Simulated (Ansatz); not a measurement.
C3H4F4 (SMILES FC(F)CC(F)F)

Input

```
crystal:
  periodic: [false, false, false]
  atoms:
    - {symbol: F, position_ang: [-1.825156, -1.086301, 1.132958]}
    - {symbol: C, position_ang: [-0.560276, -0.636183, 0.950903]}
    - {symbol: F, position_ang: [0.263948, -1.718772, 0.974779]}
    - {symbol: C, position_ang: [-0.458652, 0.054411, -0.383343]}
    - {symbol: C, position_ang: [0.926183, 0.580377, -0.653628]}
    - {symbol: F, position_ang: [0.951253, 1.189930, -1.863374]}
    - {symbol: F, position_ang: [1.255835, 1.514632, 0.279328]}
    - {symbol: H, position_ang: [-0.298196, 0.001270, 1.799962]}
    - {symbol: H, position_ang: [-1.159637, 0.891573, -0.409537]}
    - {symbol: H, position_ang: [-0.732004, -0.657757, -1.165007]}
    - {symbol: H, position_ang: [1.702002, -0.190281, -0.642440]}
basis:
  gaussian: {orbitals: def2-TZVPP}
hamiltonian: {xc: pbe0, dispersion: d4}
output: {orbitals: {seedname: orbitals}}
```

Launched as:

```sh
ansatz run in.yaml --threads 4 --pin off --events-out ev --progress --plain --max-ram 11315MiB
```

Geometry: PBE0-D4/def2-TZVP.

Level of theory: RKS PBE0-D4/def2-TZVPP (Ansatz).

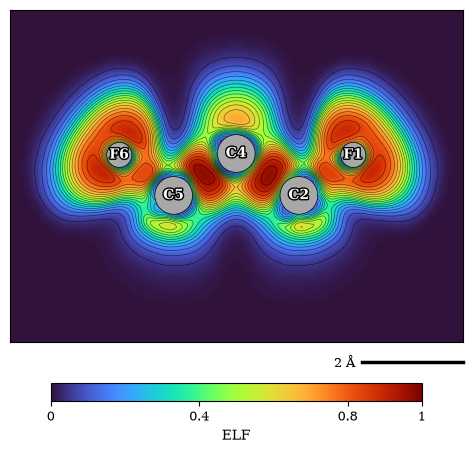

Figure 1. ELF on the plane of atoms F1, C2 and C4. Grey discs cover the atomic cores.

Read the bonding off the picture.

- The section cuts through F and C sites.
- C–F (1.35 Å): the ELF peaks at about 0.85 between the atoms: a polar covalent bond.
- C–C (1.51 Å): the ELF peaks at about 0.95 between the atoms; a shared electron pair.
- The ELF also peaks beside F6 and F1, away from the bonds: lone-pair regions.

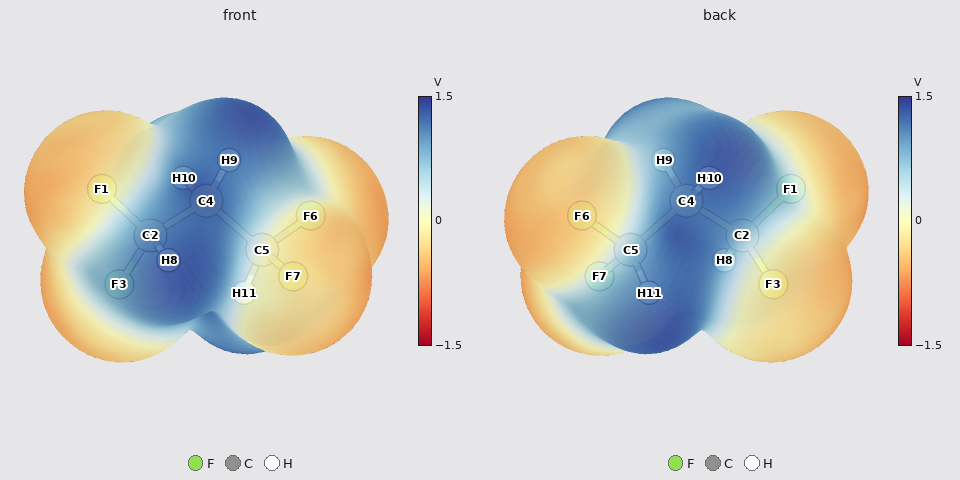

Figure 2. The molecular electrostatic potential painted on the density surface at 0.002 e/bohr³, seen from the front and from behind; red is negative and blue positive.

Where is the surface potential most negative and most positive?

The most negative region (about −0.6 V) lies over F1, F3, F6 and F7, the most positive (about +1.4 V) over H8, H9, H10 and H11.

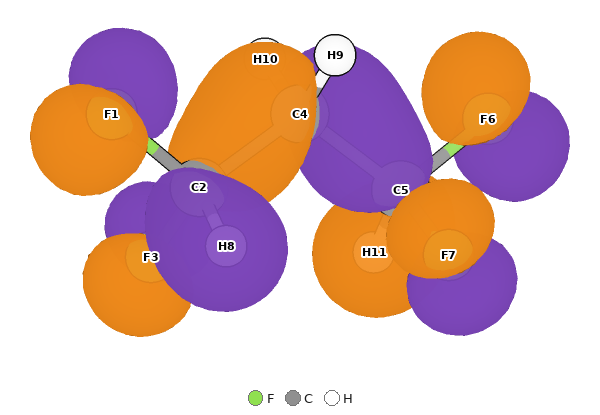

Figure 3. The HOMO at ±0.1 Å⁻³ᐟ² (orange and purple are the two phases), seen at a tilt.

Where does this orbital lie, and at what energy?

It lies mainly on C4 (about 15 %), F1 (about 15 %), F6 (about 15 %), C2 (about 10 %), C5 (about 10 %), F3 (about 10 %) and F7 (about 10 %). Its energy is −9.90 eV.
